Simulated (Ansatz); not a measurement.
```
atom    x (Å)    y (Å)    z (Å)
   O  -0.6333   1.8554  -0.6355
  Zr  -0.0510   0.1316  -0.0435
   O  -0.0951  -1.1921  -1.4298
   O  -1.0925  -0.4923   1.4409
   S   2.2980   0.4733   0.6759
   H  -1.0128   2.5717  -1.1359
   H  -0.3007  -1.9550  -1.9612
   H  -1.6056  -0.5450   2.2412
   H   2.4930  -0.8477   0.8479
```

Geometry: PBE0-D4/def2-TZVP; core potentials replace the inner electrons of Zr.

The calculation used RKS PBE0-D4/def2-TZVPP (Ansatz 0.2.0).

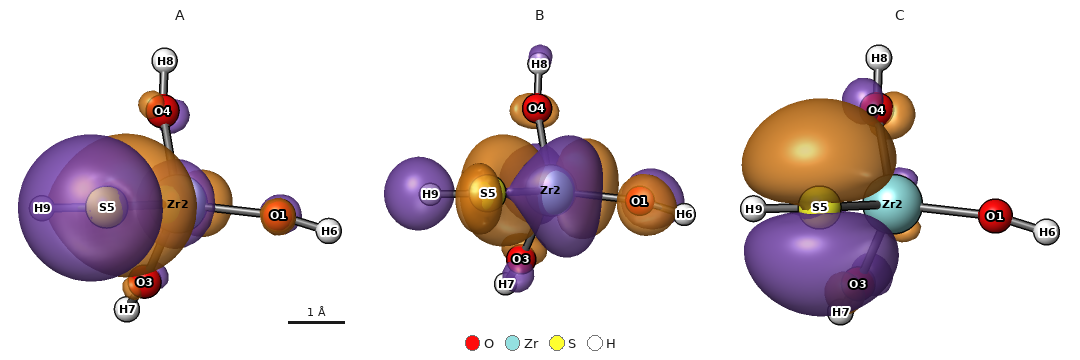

H4O3SZr (SMILES [OH][Zr]([OH])([OH])[SH]). Three frontier orbitals at ±0.1 Å⁻³ᐟ² (orange and purple are the two phases), in no order.

Q: Which picture is the HOMO−1, the HOMO and the LUMO?

A: A is the HOMO−1 (−7.92 eV). It lies mainly on S5 (about 75 %) and Zr2 (about 20 %). C is the HOMO (−6.95 eV). It lies mainly on S5 (about 80 %); largely a lone pair of S5. B is the LUMO (−0.41 eV). It lies mainly on Zr2 (about 60 %), S5 (about 15 %) and O1 (about 10 %).

Q: What is the HOMO–LUMO gap?

A: 6.54 eV between the orbital energies.
